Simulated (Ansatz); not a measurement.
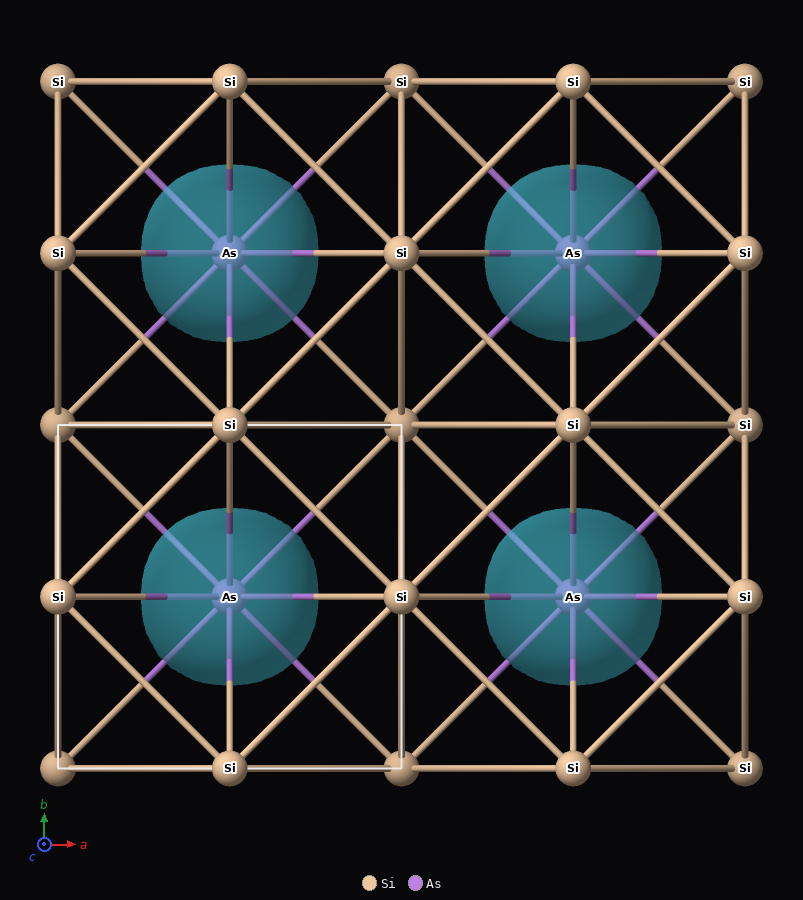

Figure 1: Si3As. Isosurface of the valence charge density (pseudo) at 0.4 e/Å³ (cyan), seen along the c axis. Sticks mark near contacts.

Space group Pm-3m; a structure generated by program, which may or may not match a known phase; computed without spin polarisation.

Level of theory: DFT PBE, scalar-relativistic, plane waves, PAW (Ansatz).

In a PAW calculation such maps are meaningful between the atoms, not at the nuclei.

> What does this surface tell about the bonding?

At this value the density breaks into separate islands; it holds about 45 % of the electrons treated as valence. It bridges none of the near contacts. It is pinched off along the shortest Si–Si (2.84 Å) and Si–As (2.84 Å) contacts. On the grid the lowest density along these lines, outside the cores, is 0.24 e/Å³ (Si–Si, 2.84 Å) and 0.25 e/Å³ (Si–As, 2.84 Å).
